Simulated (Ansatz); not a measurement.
# PbSe (rock salt), scan of one atom of the cell

Starting cell, PbSe (rock salt):

```
PbSe
1.0
    0.00000     3.10888     3.10888
    3.10888     0.00000     3.10888
    3.10888     3.10888     0.00000
Se Pb
1 1
Direct
  0.00000   0.00000   0.00000
  0.50000   0.50000   0.50000
```

In this cell atom 2 (Pb, nearest neighbour Se at 3.109 Å; its periodic images, 4.4 Å or more away, move with it) is moved by s along Cartesian z, unit vector (0.000, 0.000, 1.000); all other atoms and the cell stay fixed.

Method: PBE (plane waves to 420 eV, PAW, scalar-relativistic; Ansatz, an electronic-structure program). k mesh 8×8×8 (Γ-centred), Fermi-Dirac smearing 0.05 eV. E stands for the smeared free energy. PbSe was relaxed with its symmetry unable to fall. Spin-orbit coupling is left out, though Pb is heavy. ΔE is measured from the undisplaced structure.

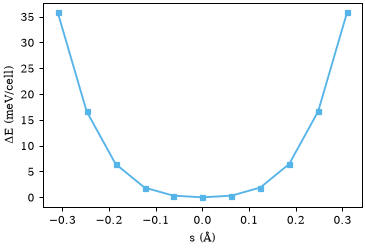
Figure. ΔE (meV/cell) against s (Å); computed points joined by lines.

The energy at s = 0.310 Å comes out as 35.9 meV/cell and the force along the line at s = -0.310 Å is 0.403 eV/Å. Symmetry of the curve: even: the same for both signs. Shape of the curve: a single well with its minimum at or next to zero displacement.

With its periodic images moving along, the atom's site symmetry in this cell is m-3m.

(For displaced atoms, the force is minus the slope of the energy, and its curvature is a force constant, which sets phonon frequencies.)
